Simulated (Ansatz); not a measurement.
**One shape, several levels: doublet HS**

We compute a comparison of 6 runs (U-wB97M-V/3-21G, U-wB97X/3-21G, UB2PLYP/3-21G, UPBE0/3-21G, UCAM-B3LYP/cc-pVDZ, UCCSDT/3-21G) of doublet HS. 

Program for the calculation: Ansatz 0.2.0.

3 further runs of the same task are left out: 2 that didn't finish, 1 set aside as unsound or not needed.

### 1 The structure to begin with

HS: 2 atoms, total charge 0, spin state doublet. SMILES of the parent species: `[SH-]`. Geometry: relaxed at PBE0-D4/def2-TZVPD. That shape belongs to the parent species and isn't relaxed for this state.

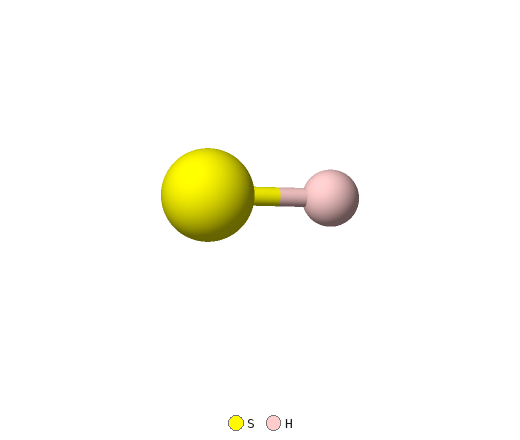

The structure, seen from a chosen angle (sulfur yellow, hydrogen pink).

### 2 The energy at U-wB97M-V/3-21G (run 1)

File job.yaml:

```yaml
crystal:
  periodic: [false, false, false]
  atoms:
    - {symbol: S, position_ang: [0.574700, -0.187900, 0.295500]}
    - {symbol: H, position_ang: [-0.574700, 0.187900, -0.295500]}
basis:
  gaussian: {orbitals: 3-21G.json}
magnetization: {spin_polarized: true, initial_magnetization: 1}
hamiltonian: {xc: {name: wB97M-V}}
accuracy: high
```

The basis set 3-21G is read from a file made from the Basis Set Exchange's data (not shown).

The run is started by

```
$ ansatz run job.yaml --threads 1 --pin off --max-ram 2610MiB --events-out events.jsonl --progress --plain --runs-dir runs
```

Log:

```text
Warning: RAYON_NUM_THREADS=1 ignored (pool sized by the plan → 1); use --threads N
Functional definition: wB97M-V
  name "wB97M-V"
  parameter omega = 0.3/bohr
  parameter cx = 0.15
  parameter cx01 = 1.007
  parameter cx10 = 0.259
  parameter css00 = 0.443
  parameter css04 = -1.437
  parameter css10 = -4.535
  parameter css20 = -3.390
  parameter css43 = 4.278
  parameter cos00 = 1.000
  parameter cos10 = 1.358
  parameter cos20 = 2.924
  parameter cos21 = -8.812
  parameter cos60 = -1.390
  parameter cos61 = 9.142
  parameter b = 6.0
  parameter c = 0.01
  gx(w, u) = 1 - cx + cx01*u + cx10*w
  gss(w, u) = css00 + css04*u^4 + css10*w + css20*w^2 + css43*w^4*u^3
  gos(w, u) = cos00 + cos10*w + (cos20 + cos21*u)*w^2 + (cos60 + cos61*u)*w^6
  exchange = spin_sum(e_x_unif_sr(omega)*gx(b97_w, b97_u_x)) + cx*exact_x_sr(omega) + exact_x_lr(omega)
  correlation = spin_sum(e_c_pw_mod_same_spin*gss(b97_w, b97_u_same))
      + integral(e_c_pw_mod_opposite_spin*gos(b97_w_opposite, b97_u_opposite)) + vv10(b, c)
269 factors; integrals over basis functions are off by at most 3.6e-9 eV
103 factors; integrals over basis functions are off by at most 1.8e-9 eV
mean field evaluation 1: about -10795.5633 eV, gradient 5.1e0 eV
mean field evaluation 2: about -10795.7685 eV, gradient 1.7e0 eV
mean field evaluation 4: about -10795.7852 eV, gradient 5.3e-2 eV
mean field evaluation 8: about -10795.7789 eV, gradient 7.6e-4 eV
mean field evaluation 16: about -10795.7789 eV, gradient 1.6e-8 eV
mean field -10795.77892159 eV, -396.7375577265 hartree, gradient 1.6e-8 eV, S^2 0.750701; 0 other end points of the search recorded, 0 dependent functions left out
reference -10795.77892356 eV, -396.7375577992 hartree; 9, 8 occupied and 6, 7 virtual orbitals, 269 factors
Total energy: -10795.77892356 eV, -396.7375577992 hartree
```

It took 5.4 s on 1 thread of Arm Neoverse V2, shared host; peak memory 0.26 GiB.

### 3 The energy at U-wB97X/3-21G (run 2)

File in.yaml:

```yaml
crystal:
  periodic: [false, false, false]
  atoms:
    - {symbol: S, position_ang: [0.574700, -0.187900, 0.295500]}
    - {symbol: H, position_ang: [-0.574700, 0.187900, -0.295500]}
basis:
  gaussian: {orbitals: 3-21G.json}
magnetization: {spin_polarized: true, initial_magnetization: 1}
hamiltonian: {xc: {name: wB97X}}
accuracy: high
```

The basis set 3-21G is read from a file made from the Basis Set Exchange's data (not shown).

The run is started by

```
$ ansatz run in.yaml --threads 1 --pin off --max-ram 2610MiB --events-out events.jsonl --progress --plain --runs-dir runs
```

Log, cut to the lines that bear on the results:

```text
Warning: RAYON_NUM_THREADS=1 ignored (pool sized by the plan → 1); use --threads N
Functional definition: wB97X
  name "wB97X"
[...]
      + exact_x_lr(omega)
[...]
      + integral(e_c_pw_opposite_spin*poly(b97_u_opposite, 1, cos1, cos2, cos3, cos4))
269 factors; integrals over basis functions are off by at most 3.6e-9 eV
103 factors; integrals over basis functions are off by at most 1.8e-9 eV
[...]
mean field -10796.27156692 eV, -396.7556621087 hartree, gradient 3.9e-8 eV, S^2 0.751007; 0 other end points of the search recorded, 0 dependent functions left out
reference -10796.27156575 eV, -396.7556620657 hartree; 9, 8 occupied and 6, 7 virtual orbitals, 269 factors
Total energy: -10796.27156575 eV, -396.7556620657 hartree
```

It took 3.3 s on 1 thread of Arm Neoverse V2, shared host; peak memory 0.21 GiB.

### 4 The energy at UB2PLYP/3-21G (run 3)

File run.yaml:

```yaml
basis:
  gaussian:
    orbitals: 3-21G.json
crystal:
  periodic: [false, false, false]
  atoms:
    - symbol: S
      position_ang: [0.574700, -0.187900, 0.295500]
    - symbol: H
      position_ang: [-0.574700, 0.187900, -0.295500]
correlation:
  frozen_orbitals: {H: 0, S: 5}
hamiltonian:
  xc: {name: B2PLYP}
magnetization:
  spin_polarized: true
  initial_magnetization: 1
accuracy: high
```

The basis set 3-21G is read from a file made from the Basis Set Exchange's data (not shown).

The run is started by

```
$ ansatz run run.yaml --threads 1 --pin off --max-ram 2610MiB --events-out events.jsonl --progress --plain --runs-dir runs
```

Log, cut to the lines that bear on the results:

```text
Warning: RAYON_NUM_THREADS=1 ignored (pool sized by the plan → 1); use --threads N
Functional definition: B2PLYP
  name "B2PLYP"
[...]
269 factors; integrals over basis functions are off by at most 3.6e-9 eV
[...]
mean field -10791.74289836 eV, -396.5892366085 hartree, gradient 2.8e-8 eV, S^2 0.751277; 0 other end points of the search recorded, 0 dependent functions left out
5 core orbitals not correlated: weight in the atoms' cores, before any rotation towards them, 1.000 or more for the frozen orbitals, at most 0.000 for the correlated occupied ones
reference -10791.74291294 eV, -396.5892371443 hartree; 4, 3 occupied and 6, 7 virtual orbitals, 269 factors
second order -1.38451821 eV of doubles, -0.00000000 eV of singles
Total energy: -10792.11673285 eV, -396.6029747729 hartree
```

Run time: 0.66 s. Hardware: 1 thread of Arm Neoverse V2, shared host.

Runs 4 to 5 aren't shown in full; the table further down has their settings and results.

### 5 A single-point energy at UCCSDT/3-21G (run 6)

File job.yaml:

```yaml
crystal:
  periodic: [false, false, false]
  atoms:
    - symbol: S
      position_ang: [0.574700, -0.187900, 0.295500]
    - symbol: H
      position_ang: [-0.574700, 0.187900, -0.295500]
basis:
  gaussian: {orbitals: 3-21G.json}
magnetization: {spin_polarized: true, initial_magnetization: 1}
correlation: {method: ccsdt, frozen_orbitals: {H: 0, S: 5}}
accuracy: high
scf: {omitted_lower_state_checks: [cluster_reference, increment]}
```

The basis set 3-21G is read from a file made from the Basis Set Exchange's data (not shown).

The run is started by

```
$ ansatz run job.yaml --threads 1 --pin off --max-ram 2610MiB --events-out events.jsonl --progress --plain --runs-dir runs
```

Log, cut to the lines that bear on the results:

```text
Warning: RAYON_NUM_THREADS=1 ignored (pool sized by the plan → 1); use --threads N
Functional definition: HF
  name "HF"
[...]
269 factors; integrals over basis functions are off by at most 3.6e-9 eV
[...]
mean field -10778.93059576 eV, -396.1183931727 hartree, gradient 1.3e-8 eV, S^2 0.752779; 2 other end points of the search recorded, 0 dependent functions left out
5 core orbitals not correlated: weight in the atoms' cores, before any rotation towards them, 1.000 or more for the frozen orbitals, at most 0.000 for the correlated occupied ones
reference -10778.93059576 eV, -396.1183931727 hartree; 4, 3 occupied and 6, 7 virtual orbitals, 269 factors
second order -1.12250125 eV of doubles, -0.00000000 eV of singles
cycle   1  -1.33853739 eV  change   -2.2e-1 eV  update   3.4e-2
[...]
cycle  19  -1.43896403 eV  change   8.7e-11 eV  update  5.6e-10
Total energy: -10780.36955979 eV, -396.1712741255 hartree
Checks for a lower state left out: cluster_reference, increment
```

Run time: 0.66 s. Hardware: 1 thread of Arm Neoverse V2, shared host.

### 6 The series

```tsv
run	level	frozen core orbitals	energy (Eh)	⟨S²⟩	wall time
1	U-wB97M-V/3-21G	–	-396.737558	0.751	5.4 s
2	U-wB97X/3-21G	–	-396.755662	0.751	3.3 s
3	UB2PLYP/3-21G	5	-396.602975	0.751	0.66 s
4	UPBE0/3-21G	–	-396.620637	0.751	0.6 s
5	UCAM-B3LYP/cc-pVDZ	–	-398.752735	0.753	1.4 s
6	UCCSDT/3-21G	5	-396.171274	0.753	0.66 s
```

### 7 Summary of results

| quantity | value |
| --- | --- |
| run 6: total energy | -396.17127 Eh |
| run 6: correlation energy (5 core orbitals frozen) | -52.9 mEh |
| run 6: ⟨S²⟩ of the reference determinant | 0.753 |
| run 6: T1 diagnostic | 0.005 |

**Reading.** Totals of different functionals can't be ranked against each other. All runs together took 12 s, the longest 5.4 s.
